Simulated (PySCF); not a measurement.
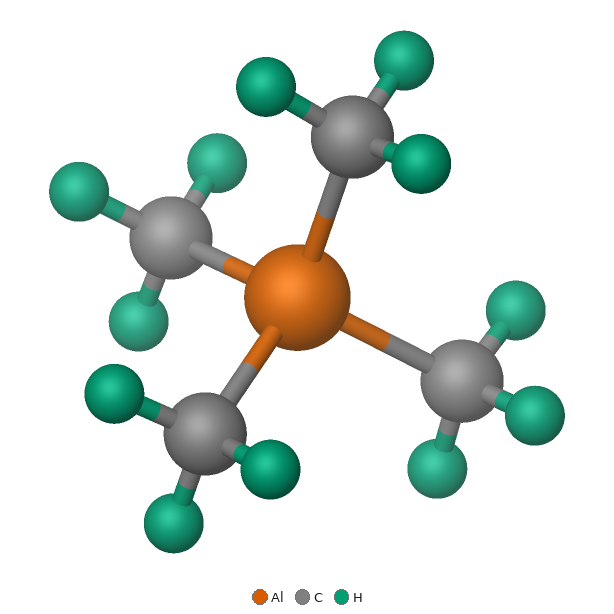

Charge −1, singlet. The geometry was computed by an optimisation with PBE0-D3(BJ)/def2-SVP. No frequency run is at hand to confirm it as a minimum.

Draw it as a skeletal formula.

SMILES: [CH3][Al-]([CH3])([CH3])[CH3]

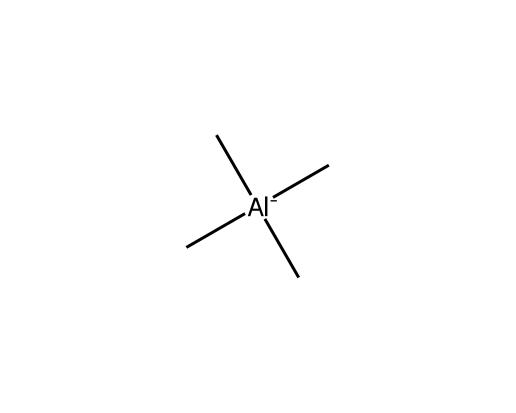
